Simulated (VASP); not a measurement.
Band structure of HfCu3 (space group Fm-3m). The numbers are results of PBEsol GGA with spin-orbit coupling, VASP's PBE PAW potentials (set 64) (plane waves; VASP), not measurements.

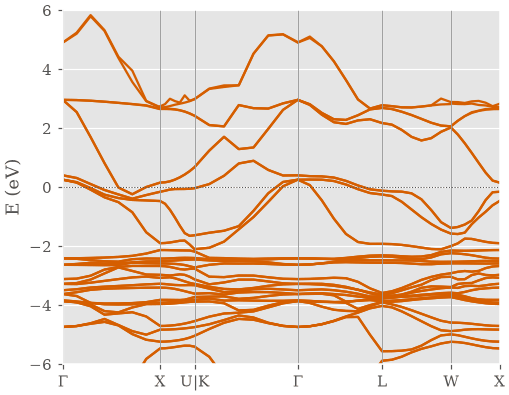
*Bands along high-symmetry lines, zero at the valence-band maximum or, without a gap, the Fermi level*

Task: Read the plot: is there a gap, and where are the band edges?

Result: It has no gap at this level: it comes out as a metal or semimetal.

The structure comes from a computed database's HfCu3 entry (Fm-3m); how it stands against other phases isn't given here. It was relaxed first.
